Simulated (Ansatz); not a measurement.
CH₉BN₂Si: frequency calculation

- system: CH₉BN₂Si, SMILES BC(N)[SiH2]N
- method: RKS B3LYP-D4/def2-SVP (Ansatz 0.2.0)

It belongs to a series of runs on one base structure; here: vibrations at the highest image of the band.

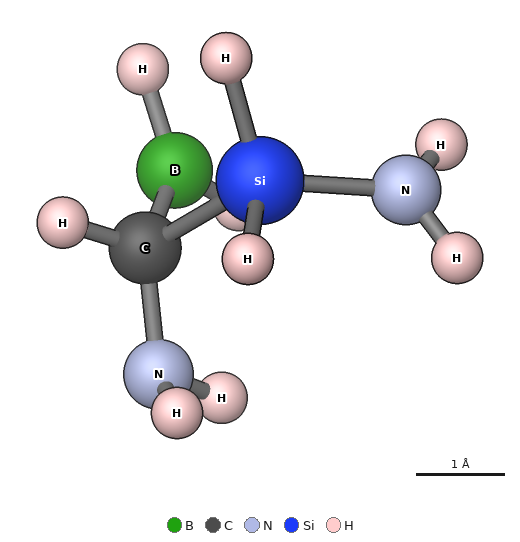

Fig. 1: The structure (ball-and-stick view, seen at a tilt).

The input
```yaml
crystal:
  periodic: [false, false, false]
  atoms:
    - { symbol: B, position_ang: [-1.680679, 0.29818, 0.309148] }
    - { symbol: C, position_ang: [-0.778009, -0.76905, -0.28611] }
    - { symbol: "N", position_ang: [-0.478707, -0.779477, -1.704729] }
    - { symbol: Si, position_ang: [0.832304, -0.338286, 0.761932] }
    - { symbol: "N", position_ang: [1.478364, 1.25218, 0.5735] }
    - { symbol: H, position_ang: [-1.865915, 1.346664, -0.268497] }
    - { symbol: H, position_ang: [-2.123189, 0.157343, 1.42431] }
    - { symbol: H, position_ang: [-0.985626, -1.785998, 0.101177] }
    - { symbol: H, position_ang: [-0.527302, 0.153271, -2.1094] }
    - { symbol: H, position_ang: [0.43132, -1.180176, -1.928623] }
    - { symbol: H, position_ang: [0.621873, -0.683208, 2.198326] }
    - { symbol: H, position_ang: [1.852447, -1.247838, 0.160576] }
    - { symbol: H, position_ang: [1.011957, 2.088683, 0.905493] }
    - { symbol: H, position_ang: [2.198263, 1.458511, -0.108302] }
basis:
  gaussian: { orbitals: def2-SVP }
hamiltonian:
  xc: b3lyp
  dispersion: d4
phonons: {}
```

Run on 2 threads of AMD EPYC (Zen 3), 24 GiB of memory available, shared host.

Run as:
```bash
ansatz run input.yaml --threads 2 --pin off --max-ram 3072MiB --backend cpu --events-out ev --progress --plain --runs-dir out
```

Output
```
Engine: ansatz 0.2.0, x86_64-unknown-linux-gnu
Functional definition: B3LYP
  parameter a0 = 0.2
  parameter ax = 0.72
  parameter ac = 0.81
  exchange = (1 - a0 - ax)*slater_x + ax*b88_x + a0*exact_x
  correlation = (1 - ac)*vwn_rpa_c + ac*lyp_c
1317 factors; integrals over basis functions are off by at most 3.9e-4 eV
mean field evaluation 1: about -12700.7498 eV, gradient 7.3e1 eV
mean field evaluation 2: about -12686.5145 eV, gradient 1.0e2 eV
mean field evaluation 4: about -12712.0592 eV, gradient 4.9e0 eV
mean field evaluation 8: about -12712.1385 eV, gradient 9.1e-2 eV
mean field evaluation 16: about -12712.1385 eV, gradient 3.3e-6 eV
mean field -12712.13853790 eV, -467.1624746710 hartree, gradient 3.3e-6 eV, S^2 0.000000; 0 other end points of the search recorded, 0 dependent functions left out
the calculation of the forces begins
reference -12712.13882597 eV, -467.1624852571 hartree; 24, 24 occupied and 95, 95 virtual orbitals, 1317 factors
these checks for a lower state are left out or cut short: stability, starts, cluster_reference, orbital_swaps, neighbouring_geometries, increment
1317 factors; integrals over basis functions are off by at most 3.9e-4 eV
mean field -12712.13840578 eV, -467.1624698157 hartree, gradient 2.0e-6 eV, S^2 0.000000; 0 other end points of the search recorded, 0 dependent functions left out
[... from here on the field's lines of each further geometry are left out, up to the last ...]
the calculation of the forces begins
reference -12712.13874858 eV, -467.1624824131 hartree; 24, 24 occupied and 95, 95 virtual orbitals, 1317 factors
these checks for a lower state are left out or cut short: stability, starts, cluster_reference, orbital_swaps, neighbouring_geometries, increment
1317 factors; integrals over basis functions are off by at most 3.9e-4 eV
mean field -12712.13848477 eV, -467.1624727185 hartree, gradient 2.6e-6 eV, S^2 0.000000; 0 other end points of the search recorded, 0 dependent functions left out
the calculation of the forces begins
reference -12712.13877287 eV, -467.1624833060 hartree; 24, 24 occupied and 95, 95 virtual orbitals, 1317 factors
WARN: phonons: modes at or below zero, which the zero-point energy, F, S and C_V leave out: 1, the lowest at -111.41 cm⁻¹. A minimum has none, and a first-order saddle one
Total energy: -12712.61725571 eV, -467.1800672259 hartree
Atom 0 at    -1.680679     0.298180     0.309148 Å, force     0.000624    -0.001596     0.000066 eV/Å
Atom 1 at    -0.778009    -0.769050    -0.286110 Å, force    -0.000240     0.000771     0.001393 eV/Å
Atom 2 at    -0.478707    -0.779477    -1.704729 Å, force     0.001081    -0.000524     0.002263 eV/Å
Atom 3 at     0.832304    -0.338286     0.761932 Å, force     0.001159     0.003491    -0.002842 eV/Å
Atom 4 at     1.478364     1.252180     0.573500 Å, force    -0.006929    -0.014028    -0.002164 eV/Å
Atom 5 at    -1.865915     1.346664    -0.268497 Å, force    -0.000209     0.000326    -0.000244 eV/Å
Atom 6 at    -2.123189     0.157343     1.424310 Å, force    -0.000222     0.000068    -0.000127 eV/Å
Atom 7 at    -0.985626    -1.785998     0.101177 Å, force    -0.001545     0.000461    -0.000205 eV/Å
Atom 8 at    -0.527302     0.153271    -2.109400 Å, force    -0.000117    -0.000164     0.000094 eV/Å
Atom 9 at     0.431320    -1.180176    -1.928623 Å, force     0.000355     0.000041    -0.000129 eV/Å
Atom 10 at     0.621873    -0.683208     2.198326 Å, force    -0.000898     0.000047     0.001618 eV/Å
Atom 11 at     1.852447    -1.247838     0.160576 Å, force     0.000363    -0.001232    -0.000858 eV/Å
Atom 12 at     1.011957     2.088683     0.905493 Å, force     0.002313     0.003872     0.000590 eV/Å
Atom 13 at     2.198263     1.458511    -0.108302 Å, force     0.004264     0.008467     0.000544 eV/Å
Dipole moment:     0.395952     0.232219    -0.149605 e Å
Vibrations: -111.41 59.59 155.68 182.59 264.36 281.48 315.30 373.71 442.93 520.42 597.75 709.27 740.34 795.22 849.18 856.27 903.72 941.05 962.41 976.89 1013.69 1163.67 1189.14 1243.60 1390.02 1537.16 1627.33 2205.37 2211.15 2544.68 2628.93 3013.57 3496.51 3591.39 3592.55 3690.80 cm⁻¹, zero-point energy 2.917826 eV
```

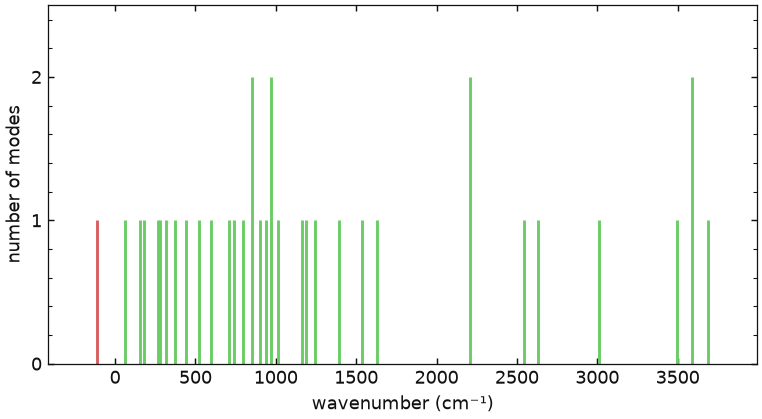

Fig. 2: Harmonic vibrational wavenumbers from the force constants; neighbouring modes closer than 17 cm⁻¹ are counted in one stick, and imaginary ones are drawn at negative wavenumbers. 36 modes from 111i to 3691 cm⁻¹, 1 imaginary beyond 8i (111i cm⁻¹): a first-order saddle point, if the geometry is stationary.

Key numbers

| quantity | value |
| --- | --- |
| outcome | converged |
| total energy | −12712.6173 eV |
| mean-field energy | −12712.1388 eV |
| largest force (length of the vector) | 0.016 eV/Å |
| wall time | 2.8 min (CPU time 5.3 min) |
| peak memory | 0.3 GiB |
